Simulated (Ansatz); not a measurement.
# Run report: CH2BrClO2Si, phonon calculation

The run: phonon calculation of CH2BrClO2Si. Method and program: RKS BLYP/def2-SVP (Ansatz 0.2.0).

It belongs to a series of runs on one base structure; here: vibrations at the highest image of the band. Figures and captions count atoms from 1; the log counts them from 0 in places.

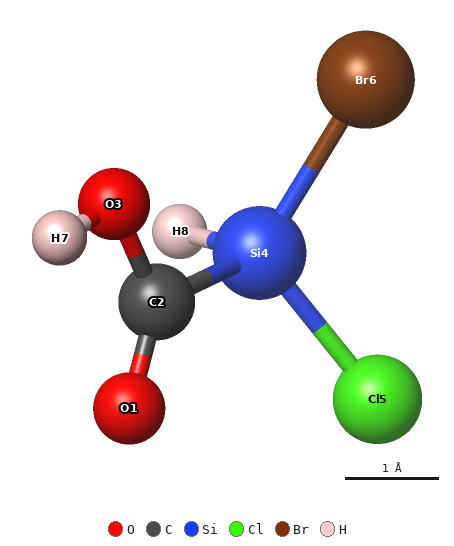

The input geometry (ball-and-stick view, seen at a tilt; atoms are numbered from 1 in the order of the input).

Input
```yaml
crystal:
  periodic: [false, false, false]
  atoms:
    - { symbol: O, position_ang: [1.140687, -1.595014, -0.148536] }
    - { symbol: C, position_ang: [0.648208, -0.569991, 0.282947] }
    - { symbol: O, position_ang: [1.019378, 0.017677, 1.45431] }
    - { symbol: Si, position_ang: [-0.838294, 0.34522, -0.589543] }
    - { symbol: Cl, position_ang: [-0.690572, -0.058384, -2.622935] }
    - { symbol: Br, position_ang: [-0.796481, 2.559594, -0.196046] }
    - { symbol: H, position_ang: [1.734217, -0.545288, 1.841433] }
    - { symbol: H, position_ang: [-2.124941, -0.211014, -0.07733] }
basis:
  gaussian: { orbitals: def2-SVP }
hamiltonian:
  xc: blyp
phonons: {}
```

Machine: 2 threads of Arm Neoverse V1, 24 GiB of memory available, shared host.

Launch command:
```bash
ansatz run input.yaml --threads 2 --pin off --max-ram 3072MiB --backend cpu --events-out ev --progress --plain --runs-dir out
```

What the program printed
```
Engine: ansatz 0.2.0, aarch64-unknown-linux-gnu
Functional definition: BLYP
  parameter beta = 0.0042
  parameter a = 0.04918
  parameter b = 0.132
  parameter c = 0.2533
  parameter d = 0.349
  exchange = b88_x(beta = beta)
  correlation = lyp_c(a = a, b = b, c = c, d = d)
1296 factors; their error is unknown
mean field evaluation 1: about -95587.4663 eV, gradient 5.8e1 eV
mean field evaluation 2: about -95540.3776 eV, gradient 1.5e2 eV
mean field evaluation 4: about -95593.1876 eV, gradient 1.7e1 eV
mean field evaluation 8: about -95593.7207 eV, gradient 1.5e-1 eV
mean field evaluation 16: about -95593.6058 eV, gradient 1.1e-3 eV
mean field -95593.60584394 eV, -3513.0002190917 hartree, gradient 3.6e-5 eV, S^2 0.000000; 0 other end points of the search recorded, 0 dependent functions left out
the calculation of the forces begins
reference -95593.60618540 eV, -3513.0002316399 hartree; 45, 45 occupied and 75, 75 virtual orbitals, 1296 factors
these checks for a lower state are left out or cut short: stability, starts, cluster_reference, orbital_swaps, neighbouring_geometries, increment
1296 factors; their error is unknown
mean field -95593.60579510 eV, -3513.0002172967 hartree, gradient 1.3e-6 eV, S^2 0.000000; 0 other end points of the search recorded, 0 dependent functions left out
[... from here on the field's lines of each further geometry are left out, up to the last ...]
the calculation of the forces begins
reference -95593.60617230 eV, -3513.0002311587 hartree; 45, 45 occupied and 75, 75 virtual orbitals, 1296 factors
these checks for a lower state are left out or cut short: stability, starts, cluster_reference, orbital_swaps, neighbouring_geometries, increment
1296 factors; their error is unknown
mean field -95593.60583336 eV, -3513.0002187027 hartree, gradient 1.8e-6 eV, S^2 0.000000; 0 other end points of the search recorded, 0 dependent functions left out
the calculation of the forces begins
reference -95593.60617482 eV, -3513.0002312510 hartree; 45, 45 occupied and 75, 75 virtual orbitals, 1296 factors
WARN: phonons: modes at or below zero, which the zero-point energy, F, S and C_V leave out: 1, the lowest at -25.37 cm⁻¹. A minimum has none, and a first-order saddle one
Total energy: -95593.60618540 eV, -3513.0002316399 hartree
Atom 0 at     1.140687    -1.595014    -0.148536 Å, force     0.000571     0.000126     0.001876 eV/Å
Atom 1 at     0.648208    -0.569991     0.282947 Å, force    -0.004252     0.001892    -0.000846 eV/Å
Atom 2 at     1.019378     0.017677     1.454310 Å, force     0.002822    -0.000114     0.000115 eV/Å
Atom 3 at    -0.838294     0.345220    -0.589543 Å, force     0.001732     0.000781     0.000878 eV/Å
Atom 4 at    -0.690572    -0.058384    -2.622935 Å, force     0.000205     0.000236     0.000061 eV/Å
Atom 5 at    -0.796481     2.559594    -0.196046 Å, force    -0.000437    -0.001579    -0.000198 eV/Å
Atom 6 at     1.734217    -0.545288     1.841433 Å, force    -0.000862    -0.000801    -0.001389 eV/Å
Atom 7 at    -2.124941    -0.211014    -0.077330 Å, force     0.000222    -0.000540    -0.000498 eV/Å
Dipole moment:     0.022614     0.010065     0.367181 e Å
Vibrations: -25.37 95.88 131.79 165.90 261.74 336.44 448.68 504.44 552.14 666.22 695.32 764.83 781.80 1087.93 1268.31 1741.64 2193.21 3507.67 cm⁻¹, zero-point energy 0.942523 eV
```

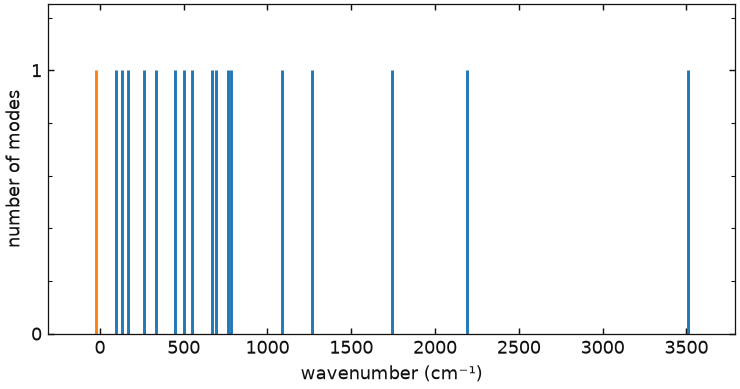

Harmonic vibrational wavenumbers from the force constants; neighbouring modes closer than 16 cm⁻¹ are counted in one stick, and imaginary ones are drawn at negative wavenumbers. 18 modes from 25i to 3508 cm⁻¹, 1 imaginary beyond 8i (25i cm⁻¹): not a clean minimum; so soft a mode can be a shallow saddle, an incomplete relaxation or noise of the force constants.

Summary

| quantity | value |
| --- | --- |
| outcome | converged |
| total energy | −95593.6062 eV |
| mean-field energy | −95593.6062 eV |
| largest force (length of the vector) | 0.005 eV/Å |
| wall time | 69 s (CPU time 2.2 min) |
| peak memory | 0.17 GiB |
